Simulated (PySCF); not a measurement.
```yaml
atoms:
  - { symbol: N, position_ang: [2.2804, 0.0089, -0.0199] }
  - { symbol: C, position_ang: [1.1239, 0.0056, -0.0029] }
  - { symbol: Si, position_ang: [-0.6867, -0.0018, 0.1315] }
  - { symbol: H, position_ang: [-1.3611, 1.2626, -0.0604] }
  - { symbol: H, position_ang: [-1.3479, -1.2725, -0.0655] }
```

Geometry: GFN2-xTB.

Level of theory: UKS B3LYP, pcH-1 on C H N Si, non-relativistic, mean-field spin-orbit, GIAO (PySCF).

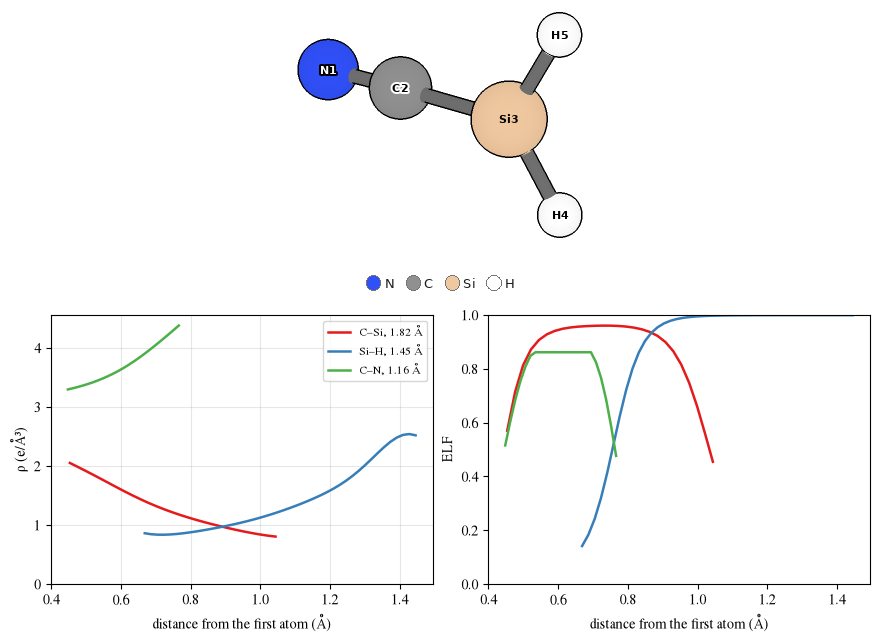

CH$_{2}$NSi (SMILES N#C[SiH2]) (doublet). Electron density and electron localisation function along straight lines between neighbouring atoms. The curves leave out the atomic cores. The structure is drawn too.

**Compare the contacts.**

C–Si (1.82 Å): ρ is about 0.95 e/Å³ halfway; the ELF peaks at about 0.95 between the atoms, as expected for a shared electron pair.
Si–H (1.45 Å): ρ is about 0.84 e/Å³ halfway; the ELF climbs to about 1 towards the hydrogen, as it does in any bond to H.
C–N (1.16 Å): ρ is about 3.6 e/Å³ halfway; the ELF peaks at about 0.85 between the atoms: a short, multiple covalent bond.
